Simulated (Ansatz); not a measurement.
F₂H₄N₂Sn (SMILES [NH2][Sn]([NH2])([F])[F])

The calculation's input:

```
crystal:
  periodic: [false, false, false]
  atoms:
    - {symbol: F, position_ang: [-0.447355, -1.617250, 3.457433]}
    - {symbol: F, position_ang: [0.208266, 0.893517, 1.883666]}
    - {symbol: N, position_ang: [0.648713, -2.120176, 0.579938]}
    - {symbol: "N", position_ang: [-2.347213, -0.622694, 0.932022]}
    - {symbol: Sn, position_ang: [-0.502157, -0.891123, 1.666768]}
    - {symbol: H, position_ang: [0.935351, -1.716889, -0.310112]}
    - {symbol: H, position_ang: [1.482695, -2.412114, 1.086596]}
    - {symbol: H, position_ang: [-2.822960, 0.164936, 1.368766]}
    - {symbol: H, position_ang: [-2.937470, -1.447627, 1.021834]}
basis:
  gaussian:
    orbitals: def2-TZVPD
magnetization:
  spin_polarized: false
hamiltonian:
  xc: pbe0
output: {forces: true, orbitals: {seedname: orbitals}}
```

Run with:

```sh
ansatz run input.yaml --threads 2 --pin off --max-ram 5220MiB --events-out events.jsonl --progress --plain --runs-dir runs
```

Geometry: PBE0-D4/def2-SVP; core potentials replace the inner electrons of Sn.

Theory: Ansatz 0.2.0, isolated molecule in a Gaussian basis; Kohn-Sham density functional theory, functional PBE0.

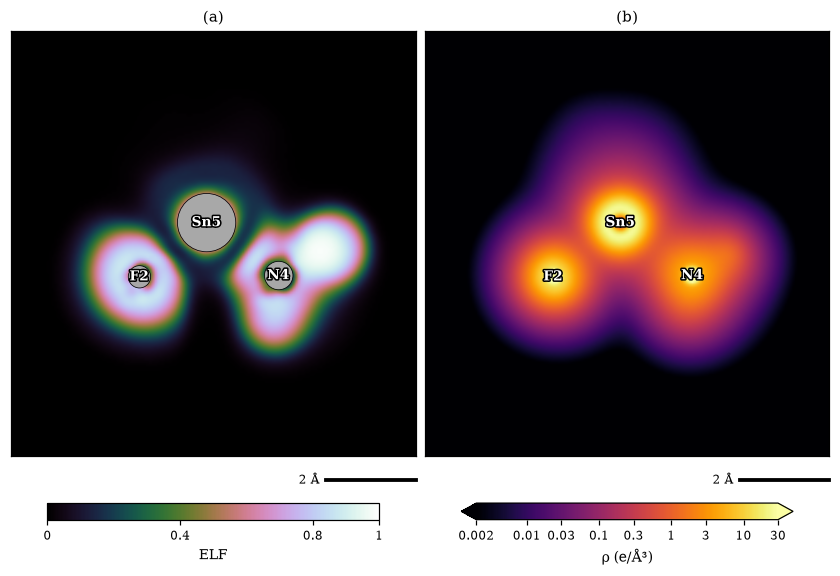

Figure 1. (a) ELF; (b) electron density on the plane of atoms F2, Sn5 and N4. Grey discs cover the atomic cores in the ELF map.

**Read the bonding off the picture.**

- Atoms in the plane: F, N and Sn.
- Sn–F (1.93 Å): the density is about 0.82 e/Å³ at the midpoint; the ELF peaks at about 0.80 in the valence shell of F, 0.5 Å from its nucleus, and drops to about 0.15 between the two atoms.
- Sn–N (2.00 Å): ρ is about 0.84 e/Å³ halfway; the ELF peaks at about 0.85 in the valence shell of N, 0.7 Å from its nucleus, and drops to about 0.20 between the two atoms.
- The ELF also peaks beside F2, away from the bonds: lone-pair regions.

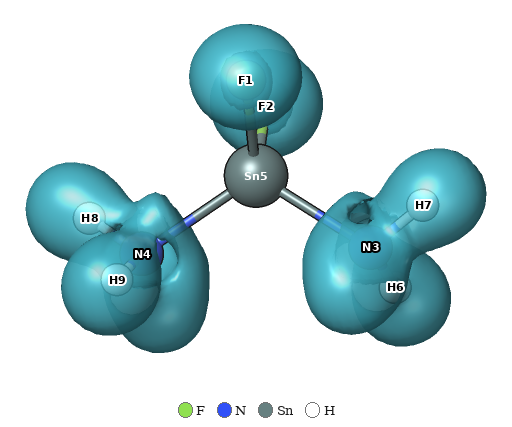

Figure 2. Isosurface of the ELF at 0.75 (cyan), seen across its widest extent. Core shells and regions of very low density are left out.

**Describe the localisation domains.**

The surface consists of two regions wrapped around F (the valence shell of each) and two joined regions spread over several atoms (H, N), in which their bonds and any lone pairs are merged.

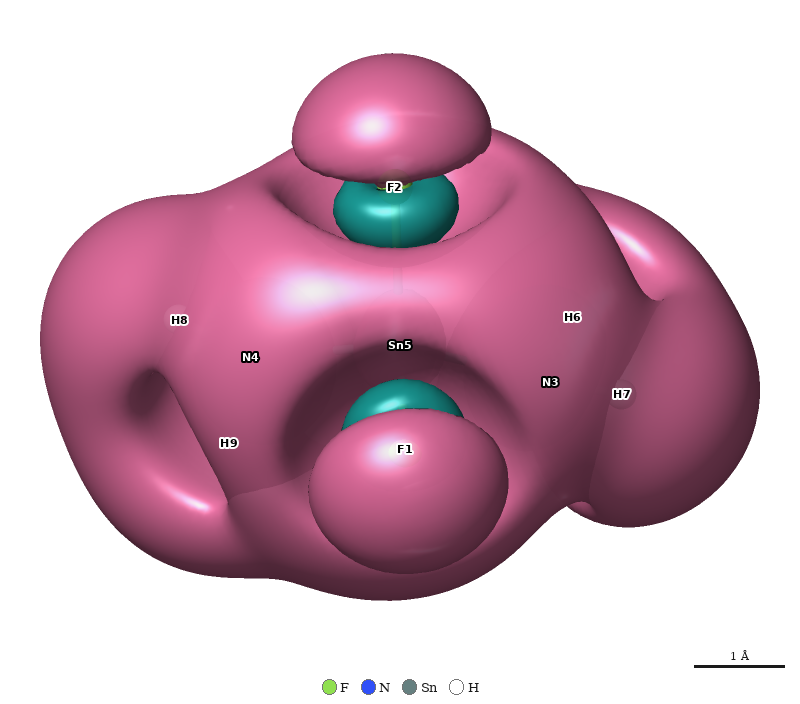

Figure 3. The LUMO at ±0.04 Å⁻³ᐟ² (teal and pink are the two phases), seen from one side.

**Where does this orbital lie, and at what energy?**

By Hirshfeld shares it lies mainly on Sn5 (about 45 %), N4 (about 10 %), N3 (about 10 %), F2 (about 10 %) and F1 (about 10 %). Its energy is −1.82 eV.
